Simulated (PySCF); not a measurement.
Molecule: PH₄⁺, singlet.

```xyz
5

P      0.0000     0.0000     0.0000
H      1.1439    -0.0001     0.8087
H     -0.0001     1.1439    -0.8087
H     -1.1438    -0.0001     0.8089
H     -0.0001    -1.1438    -0.8089
```

Unscaled harmonic wavenumbers and double-harmonic intensities, PBE0/def2-TZVP in PySCF 2.14.0, isolated molecule. The structure is the lowest point that the starts tried gave, with the shape that electron-pair counting expects. Degenerate modes count as one line, with their intensities summed. Lorentzian lines of 12 cm⁻¹ full width. Close modes add up in the curve.

Which lines are the most intense, and is the structure a minimum?

The most intense lines (point group Td) lie at 2558.1 cm⁻¹ (111.5 km/mol, t2) and 980.2 cm⁻¹ (18.5 km/mol, t2). It has no imaginary mode, so it is a minimum.

```
  cm⁻¹  km/mol  symmetry
 980.2    18.5   t2 (×3)
1128.7     0.0    e (×2)
2505.8     0.0        a1
2558.1   111.5   t2 (×3)
```

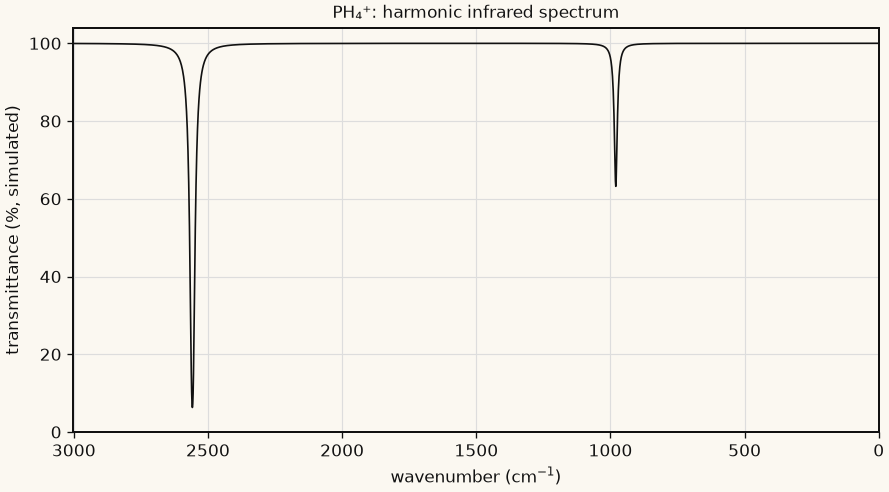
